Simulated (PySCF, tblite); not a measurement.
# C22H16: electronic excitations, NMR shifts, part 2 of 2

tblite 0.8.0 and PySCF 2.14.0. Atoms count from 0. The steps go on from the part before.

## 5. NMR shifts: GIAO PBE0/pcSseg-1

Job settings and geometry (Å):

```
{"job": {"kind": "nmr", "xc": "PBE0", "basis": "pcSseg-1", "pop": false}, "charge": 0, "multiplicity": 1}
C      2.529394    -3.606802     0.060273
C      2.123828    -2.431803     0.522515
C      0.869954    -1.781119     0.137954
C     -0.253776    -2.547963     0.004263
C     -1.497921    -1.986735    -0.362531
C     -2.595892    -2.800750    -0.692959
C     -3.768039    -2.249612    -1.137533
C     -3.858988    -0.865156    -1.305519
C     -2.814320    -0.048626    -0.952053
C     -1.627073    -0.577436    -0.413097
C     -0.508660     0.235430    -0.024710
C      0.768341    -0.353392     0.036428
C      1.925671     0.494061    -0.005506
C      3.260193    -0.049779    -0.266132
C      4.378486     0.422574     0.268427
C      1.771010     1.850456     0.067661
C      0.512226     2.443414     0.315362
C      0.394030     3.817669     0.588084
C     -0.816981     4.364128     0.919493
C     -1.939248     3.538842     1.030324
C     -1.855556     2.202660     0.729670
C     -0.644534     1.626766     0.304055
H      1.980050    -4.142250    -0.696427
H      3.437977    -4.067924     0.407277
H      2.715440    -1.910869     1.263996
H     -0.196299    -3.616087     0.156533
H     -2.486824    -3.873120    -0.615042
H     -4.609201    -2.876287    -1.395402
H     -4.755228    -0.438196    -1.731446
H     -2.880814     1.010345    -1.148171
H      3.303981    -0.864908    -0.977354
H      4.371681     1.215120     0.999112
H      5.342551     0.018415     0.010502
H      2.630973     2.495475    -0.040694
H      1.285054     4.428375     0.556911
H     -0.904409     5.419019     1.133463
H     -2.875472     3.958221     1.368532
H     -2.717808     1.572234     0.881722
```

Level: GIAO PBE0/pcSseg-1 NMR shielding, non-relativistic, gas phase.

What it wrote:

```text
start: PBE on a coarse grid of 31793 points
cycle   1  E = -846.3843470766  dE =  3.545e+00  |g| = 8.268e-01  |ddm| = 7.104e+00
cycle   2  E = -846.2751580580  dE =  1.092e-01  |g| = 1.054e+00  |ddm| = 2.561e+00
cycle   3  E = -846.5655572233  dE = -2.904e-01  |g| = 2.391e-01  |ddm| = 1.640e+00
cycle   4  E = -846.5779880568  dE = -1.243e-02  |g| = 1.111e-01  |ddm| = 4.334e-01
cycle   5  E = -846.5816320377  dE = -3.644e-03  |g| = 3.315e-02  |ddm| = 2.022e-01
cycle   6  E = -846.5818840780  dE = -2.520e-04  |g| = 1.106e-02  |ddm| = 4.300e-02
cycle   7  E = -846.5819088612  dE = -2.478e-05  |g| = 5.393e-03  |ddm| = 1.601e-02
final grid: 294929 points
cycle   8  E = -846.8321570146  dE = -1.225e-02  |g| = 4.886e-02  |ddm| = 7.193e-01
cycle   9  E = -846.8322500846  dE = -9.307e-05  |g| = 4.349e-02  |ddm| = 1.134e-01
cycle  10  E = -846.8327194456  dE = -4.694e-04  |g| = 1.572e-02  |ddm| = 8.933e-02
cycle  11  E = -846.8327873828  dE = -6.794e-05  |g| = 4.328e-03  |ddm| = 2.536e-02
cycle  12  E = -846.8327893376  dE = -1.955e-06  |g| = 1.135e-03  |ddm| = 6.554e-03
cycle  13  E = -846.8327915283  dE = -2.191e-06  |g| = 4.956e-04  |ddm| = 2.058e-03
cycle  14  E = -846.8327892065  dE =  2.322e-06  |g| = 1.768e-04  |ddm| = 8.135e-04
cycle  15  E = -846.8327908316  dE = -1.625e-06  |g| = 4.615e-05  |ddm| = 3.161e-04
converged SCF energy = -846.8327908316

GIAO shielding tensors (ppm)
atom      isotropic    diamagn.    paramagn.     s11        s22        s33       span
  0 C       66.368     254.385    -188.017    -33.793     68.508    164.389    198.182
  1 C       35.032     254.223    -219.191    -88.374     36.200    157.272    245.646
  2 C       45.405     259.737    -214.331    -45.130     22.312    159.034    204.164
  3 C       54.659     253.713    -199.054    -32.980     50.246    146.711    179.691
  4 C       50.008     257.869    -207.861    -23.515    -15.860    189.398    212.913
  5 C       53.809     246.053    -192.244    -46.981     45.919    162.489    209.470
  6 C       54.850     256.093    -201.243    -53.621     40.874    177.299    230.920
  7 C       55.679     254.524    -198.845    -52.710     43.686    176.062    228.772
  8 C       51.582     251.699    -200.117    -49.640     33.886    170.500    220.140
  9 C       53.050     255.494    -202.443    -28.067      1.512    185.705    213.772
 10 C       52.722     251.759    -199.036    -21.036      0.622    178.581    199.617
 11 C       56.305     251.894    -195.589    -16.902      5.043    180.772    197.674
 12 C       45.354     259.759    -214.405    -45.163     22.275    158.949    204.112
 13 C       34.972     254.258    -219.286    -88.399     36.157    157.157    245.556
 14 C       66.317     254.377    -188.061    -33.857     68.485    164.322    198.179
 15 C       54.696     253.718    -199.022    -32.922     50.244    146.765    179.687
 16 C       50.012     257.896    -207.884    -23.543    -15.836    189.414    212.957
 17 C       53.829     246.095    -192.266    -46.963     45.955    162.496    209.459
 18 C       54.887     256.081    -201.194    -53.568     40.881    177.348    230.916
 19 C       55.723     254.481    -198.758    -52.656     43.734    176.091    228.746
 20 C       51.615     251.667    -200.052    -49.586     33.890    170.542    220.128
 21 C       53.067     255.390    -202.322    -28.034      1.533    185.702    213.736
 22 H       25.545      33.012      -7.467     21.095     25.148     30.393      9.298
 23 H       26.077      27.427      -1.350     23.350     24.741     30.140      6.790
 24 H       23.562      31.968      -8.406     17.557     23.417     29.713     12.155
 25 H       23.459      37.248     -13.788     17.211     23.743     29.423     12.212
 26 H       23.370      31.821      -8.452     17.988     23.907     28.213     10.225
 27 H       23.709      27.895      -4.186     19.277     25.127     26.722      7.445
 28 H       23.729      29.772      -6.043     18.804     24.765     27.617      8.813
 29 H       22.565      35.470     -12.905     14.506     22.203     30.987     16.480
 30 H       23.552      31.959      -8.407     17.542     23.412     29.701     12.159
 31 H       25.534      32.988      -7.454     21.091     25.134     30.378      9.287
 32 H       26.069      27.407      -1.337     23.339     24.732     30.137      6.798
 33 H       23.462      37.249     -13.787     17.218     23.747     29.420     12.201
 34 H       23.371      31.849      -8.479     17.992     23.903     28.216     10.224
 35 H       23.715      27.894      -4.179     19.281     25.129     26.735      7.454
 36 H       23.730      29.769      -6.039     18.807     24.773     27.610      8.803
 37 H       22.568      35.468     -12.899     14.507     22.203     30.994     16.487
```

Wall time 40 s (2 threads of Arm Neoverse V2, shared host); peak memory 1.4 GiB.

The references, computed at this level on geometries of the same kind, shield at (ppm): ¹H TMS 31.72, ¹³C TMS 186.9. Their shielding less the atom's gives the shift. The references are single molecules in the gas phase. Atoms listed in one row are averaged.

```
   atoms                         environment  σ (ppm)  δ (ppm)  δ scaled to CDCl3
 C1, C13                           alkene CH     35.0    151.9              146.4
 C2, C12         substituted aromatic carbon     45.4    141.5              136.2
 C4, C16         ring-fusion aromatic carbon     50.0    136.9              131.7
 C8, C20                         aromatic CH     51.6    135.3              130.2
     C10         ring-fusion aromatic carbon     52.7    134.2              129.1
 C9, C21         ring-fusion aromatic carbon     53.1    133.9              128.7
 C5, C17                         aromatic CH     53.8    133.1              128.0
 C3, C15                         aromatic CH     54.7    132.2              127.2
 C6, C18                         aromatic CH     54.9    132.1              127.0
 C7, C19                         aromatic CH     55.7    131.2              126.2
     C11         ring-fusion aromatic carbon     56.3    130.6              125.6
 C0, C14                terminal =CH2 carbon     66.3    120.6              115.8
H29, H37          hydrogen on an aromatic CH    22.57     9.15               8.73
H26, H34          hydrogen on an aromatic CH    23.37     8.35               7.97
H25, H33          hydrogen on an aromatic CH    23.46     8.26               7.89
H24, H30            hydrogen on an alkene CH    23.56     8.16               7.80
H27, H35          hydrogen on an aromatic CH    23.71     8.00               7.65
H28, H36          hydrogen on an aromatic CH    23.73     7.99               7.64
H22, H31  hydrogen on a terminal =CH2 carbon    25.54     6.18               5.93
H23, H32  hydrogen on a terminal =CH2 carbon    26.07     5.64               5.43
```

The scaled column applies a straight-line fit of computed shieldings to shifts measured in CDCl3 (root-mean-square error 0.16 ppm for H, 1.9 ppm for C).

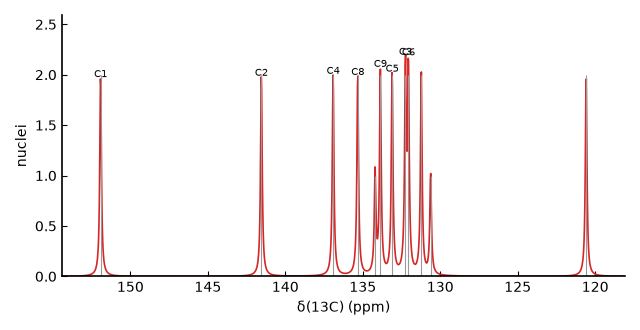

¹³C lines at the computed shifts, without couplings. Lines are broadened to a width of 0.13 ppm (Lorentzian).

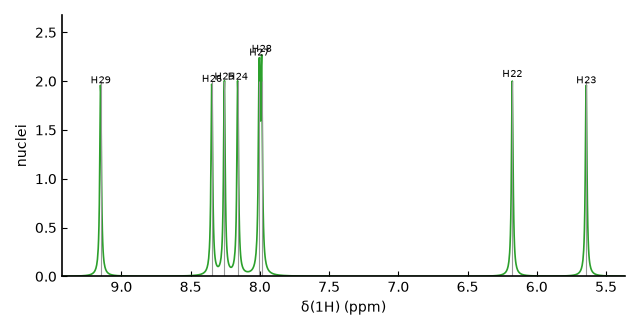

¹H lines at the computed shifts, without couplings. Lines are broadened to a width of 0.01 ppm (Lorentzian).

Ring of atoms C2, C3, C4, C9, C10, C11: NICS(0) -6.1, NICS(1) -9.5, NICS(1)zz -21.6 ppm (means of both faces).

Ring of atoms C4, C5, C6, C7, C8, C9: NICS(0) -8.5, NICS(1) -11.4, NICS(1)zz -28.3 ppm (means of both faces; NICS(1) differs between them: -12.5 and -10.2).

## 6. Summary of results

This closing draws on all 2 parts.

| quantity | value |
| --- | --- |
| strongest single infrared mode (GFN2-xTB) | 3087 cm⁻¹, 143 km/mol |
| zero-point energy (GFN2-xTB) | 186.8 kcal/mol |
| lowest singlet (PBE0/6-31G*) | 3.51 eV (353 nm), f = 0.001 |
| brightest single state of those computed | state 4, 4.38 eV, f = 0.630 |
| lowest triplet | 2.63 eV |
| ¹³C shifts against TMS (PBE0/pcSseg-1, means over atoms taken as alike) | 151.9, 141.5, 136.9, 135.3, 134.2, 133.9, 133.1, 132.2, 132.1, 131.2, 130.6, 120.6 ppm |
| ¹H shifts against TMS (PBE0/pcSseg-1, means over atoms taken as alike) | 9.15, 8.35, 8.26, 8.16, 8.00, 7.99, 6.18, 5.64 ppm |

**Reading.** No mode is imaginary among the 108: a minimum at this level. Unscaled tight-binding wavenumbers are off by several per cent, some by more. Its intensities can rank the bands wrongly. The first singlet state (HOMO→LUMO 0.52, HOMO−1→LUMO+1 0.45) lies at 3.51 eV and is dark; of the 6 states computed, the strongest absorption comes from state 4 at 4.38 eV. The lowest triplet lies 0.89 eV below the lowest singlet. At PBE0/pcSseg-1: The widest tensor belongs to C1, C13: span 246 ppm, with a paramagnetic part of -219 ppm. NICS(1)zz of -28 ppm above the planar ring from C4 marks a diatropic (aromatic) ring current.
